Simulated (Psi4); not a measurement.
# C2ClF3 (chlorotrifluoroethylene) at PBE/cc-pVDZ

What is the vertical singlet–triplet gap of C2ClF3 (chlorotrifluoroethylene) at PBE/cc-pVDZ? 

The calculation is run with Psi4 1.11.

**1. The molecule**

The species is C2ClF3 (6 atoms), meant as a singlet with charge 0. SMILES: `FC(F)=C(F)Cl`. The coordinates come from a PBE0-D4/def2-TZVP relaxation.

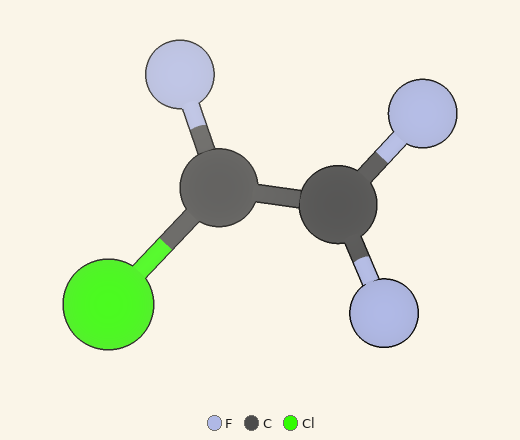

Viewed from a chosen angle; fluorine light blue, carbon dark grey, chlorine green.

**2. The energy at PBE/cc-pVDZ**

Input file job.py:

```python
import psi4

psi4.set_memory(2200000000)
psi4.set_num_threads(1)
psi4.core.set_output_file('psi4.out', False)

m = psi4.geometry("""
0 1
F      0.754980    -1.638860     0.121480
C     -0.084770    -0.642210     0.238150
F     -1.171340    -0.974840     0.883330
C      0.149100     0.567290    -0.247440
F      1.278540     0.821980    -0.890380
Cl    -0.926530     1.866650    -0.105120
units angstrom
symmetry c1
""")

psi4.set_options({
    'basis': 'cc-pVDZ',
    'puream': True,
    'e_convergence': 1e-09,
    'd_convergence': 1e-08,
    'scf_type': 'pk',
    'dft_radial_points': 99,
    'dft_spherical_points': 590,
})

e_tot, wfn = psi4.energy("PBE", return_wfn=True)
psi4.oeprop(wfn, "MULLIKEN_CHARGES", "MAYER_INDICES", "WIBERG_LOWDIN_INDICES")
print(f'total energy {e_tot:.8f} hartree = {e_tot * 27.211386:.5f} eV')
for k, v in sorted(psi4.core.scalar_variables().items()):
    print(f'{k:45s} {v:18.10f}')
```

Launch:

```console
$ python job.py
```

psi4.out:

```text
[...]
  Running in c1 symmetry.
[...]
  Nuclear repulsion =  295.745276287558966
[...]
  Multiplicity = 1
[...]
  Nalpha       = 28
  Nbeta        = 28
[...]
    Number of basis functions: 88
[...]
   @RKS iter   1:  -835.25173912645732    1.74222e-01   5.12181e-03 ADIIS/DIIS
[...]
   @RKS iter  13:  -835.35013351233488   -5.68434e-13   2.18957e-09 DIIS
[...]
    Orbital Energies [Eh]
    ---------------------
    Doubly Occupied:
       1A   -100.707344     2A    -24.329246     3A    -24.328037
       4A    -24.314879     5A    -10.063574     6A    -10.030097
       7A     -9.208509     8A     -7.033785     9A     -7.021594
      10A     -7.021421    11A     -1.209122    12A     -1.163157
      13A     -1.149547    14A     -0.829887    15A     -0.708620
      16A     -0.586638    17A     -0.543514    18A     -0.530466
      19A     -0.484416    20A     -0.467497    21A     -0.424944
      22A     -0.408057    23A     -0.394511    24A     -0.378319
      25A     -0.360925    26A     -0.324149    27A     -0.305646
      28A     -0.210202
[...]
  @RKS Final Energy:  -835.35013351233488
   => Energetics <=
    Nuclear Repulsion Energy =            295.7452762875589656
    One-Electron Energy =               -1743.3879794336266968
    Two-Electron Energy =                 682.2499158650434765
    DFT Exchange-Correlation Energy =     -69.9573462313105239
    Empirical Dispersion Energy =           0.0000000000000000
    VV10 Nonlocal Energy =                  0.0000000000000000
    Total Energy =                       -835.3501335123348781
[...]
 Multipole Moments:
 ------------------------------------------------------------------------------------
     Multipole            Electronic (a.u.)      Nuclear  (a.u.)        Total (a.u.)
 ------------------------------------------------------------------------------------
 L = 1.  Multiply by 2.5417464519 to convert [e a0] to [Debye]
 Dipole X            :          0.3716067           -0.4576464           -0.0860397
 Dipole Y            :         -1.0003510            0.9612407           -0.0391103
 Dipole Z            :          0.1188109           -0.0638291            0.0549818
 Magnitude           :                                                    0.1093409
[...]
  Mulliken Charges: (a.u.)
   Center  Symbol    Alpha    Beta     Spin     Total
       1     F     4.53981  4.53981  0.00000 -0.07961
       2     C     2.86163  2.86163  0.00000  0.27674
       3     F     4.53682  4.53682  0.00000 -0.07364
       4     C     3.01217  3.01217  0.00000 -0.02433
       5     F     4.54535  4.54535  0.00000 -0.09071
       6    CL     8.50423  8.50423  0.00000 -0.00845
   Total alpha = 28.00000, Total beta = 28.00000, Total charge = -0.00000
  Mayer Bond Indices:
[...]
```

Standard output:

```text
total energy -835.35013351 hartree = -22731.03493 eV
CURRENT ENERGY                                   -835.3501335123
CURRENT REFERENCE ENERGY                         -835.3501335123
DD SOLVATION ENERGY                                 0.0000000000
DFT FUNCTIONAL TOTAL ENERGY                      -835.3501335123
DFT TOTAL ENERGY                                 -835.3501335123
DFT VV10 ENERGY                                     0.0000000000
DFT XC ENERGY                                     -69.9573462313
GRID ELECTRONS ALPHA                               28.0000001657
GRID ELECTRONS BETA                                28.0000001657
GRID ELECTRONS TOTAL                               56.0000003313
NUCLEAR REPULSION ENERGY                          295.7452762876
ONE-ELECTRON ENERGY                             -1743.3879794336
PCM POLARIZATION ENERGY                             0.0000000000
PE ENERGY                                           0.0000000000
SCF ITERATION ENERGY                             -835.3501335123
SCF ITERATIONS                                     13.0000000000
SCF TOTAL ENERGY                                 -835.3501335123
TWO-ELECTRON ENERGY                               682.2499158650
XC GRID RADIAL POINTS                              99.0000000000
XC GRID SPHERICAL POINTS                          590.0000000000
XC GRID TOTAL POINTS                           327918.0000000000
```

Run time: 14 s. Hardware: 1 thread of Intel Xeon 6975P-C (Granite Rapids), shared host; peak memory 1.1 GiB.

**3. The triplet**

Input file job.inp:

```
memory 2200 mb

molecule {
  0 3
  F      0.754980    -1.638860     0.121480
  C     -0.084770    -0.642210     0.238150
  F     -1.171340    -0.974840     0.883330
  C      0.149100     0.567290    -0.247440
  F      1.278540     0.821980    -0.890380
  Cl    -0.926530     1.866650    -0.105120
  units angstrom
  symmetry c1
  no_reorient
  no_com
}

set {
  basis cc-pVDZ
  reference uks
  puream true
  e_convergence 1e-09
  d_convergence 1e-08
  scf_type pk
  dft_radial_points 99
  dft_spherical_points 590
  maxiter 100
}

E, wfn = energy("pbe", return_wfn=True)
```

Launch:

```console
$ psi4 job.inp job.out -n 1
```

job.out:

```text
[...]
  Running in c1 symmetry.
[...]
  Nuclear repulsion =  295.745276287558966
[...]
  Multiplicity = 3
[...]
  Nalpha       = 29
  Nbeta        = 27
[...]
    Number of basis functions: 88
[...]
   @UKS iter   1:  -835.02135640306994    4.04605e-01   6.22516e-03 DIIS/ADIIS
[...]
   @UKS iter  15:  -835.18392658223479   -4.54747e-12   4.64823e-09 DIIS
[...]
   @S^2 Observed:                2.004330805E+00
[...]
    Orbital Energies [Eh]
    ---------------------
    Alpha Occupied:
       1A   -100.718772     2A    -24.326811     3A    -24.321044
       4A    -24.320687     5A    -10.028652     6A    -10.021598
       7A     -9.218449     8A     -7.042820     9A     -7.033367
      10A     -7.031297    11A     -1.200942    12A     -1.171453
      13A     -1.142170    14A     -0.838948    15A     -0.723760
      16A     -0.584187    17A     -0.542437    18A     -0.529922
      19A     -0.495531    20A     -0.472655    21A     -0.439562
      22A     -0.404293    23A     -0.393286    24A     -0.371567
      25A     -0.367413    26A     -0.338468    27A     -0.311845
      28A     -0.235465    29A     -0.040362
    Alpha Virtual:
[...]
  @UKS Final Energy:  -835.18392658223479
   => Energetics <=
    Nuclear Repulsion Energy =            295.7452762875589656
    One-Electron Energy =               -1743.2979520193671306
    Two-Electron Energy =                 682.3729188731158501
    DFT Exchange-Correlation Energy =     -70.0041697235423896
    Empirical Dispersion Energy =           0.0000000000000000
    VV10 Nonlocal Energy =                  0.0000000000000000
    Total Energy =                       -835.1839265822347897
  UHF NO Occupations:
  HONO-2 :   27  A 1.9991719
  HONO-1 :   28  A 1.0000000
[...]
 Multipole Moments:
 ------------------------------------------------------------------------------------
     Multipole            Electronic (a.u.)      Nuclear  (a.u.)        Total (a.u.)
 ------------------------------------------------------------------------------------
 L = 1.  Multiply by 2.5417464519 to convert [e a0] to [Debye]
 Dipole X            :         14.3033211          -14.3721420           -0.0688209
 Dipole Y            :        -28.4913732           28.6445631            0.1531899
 Dipole Z            :          1.5238561           -1.5361773           -0.0123212
 Magnitude           :                                                    0.1683903
[...]
```

Run time: 21 s. Hardware: 1 thread of Intel Xeon 6975P-C (Granite Rapids), shared host; peak memory 1.1 GiB.

**4. Summary of results**

Level: PBE/cc-pVDZ.

```
                                        quantity          value
                           singlet: total energy  -835.35013 Eh
                          singlet: dipole moment         0.28 D
                            singlet: HOMO energy       -5.72 eV
                            singlet: LUMO energy       -0.31 eV
                          singlet: HOMO–LUMO gap        5.41 eV
                           triplet: total energy  -835.18393 Eh
                          triplet: dipole moment         0.43 D
     triplet: HOMO energy (highest over α and β)       -1.10 eV
                                   triplet: ⟨S²⟩          2.004
vertical energy of the triplet above the singlet       4.523 eV
```

**Reading.** At this shape the triplet lies 4.52 eV (104 kcal/mol) above the singlet.
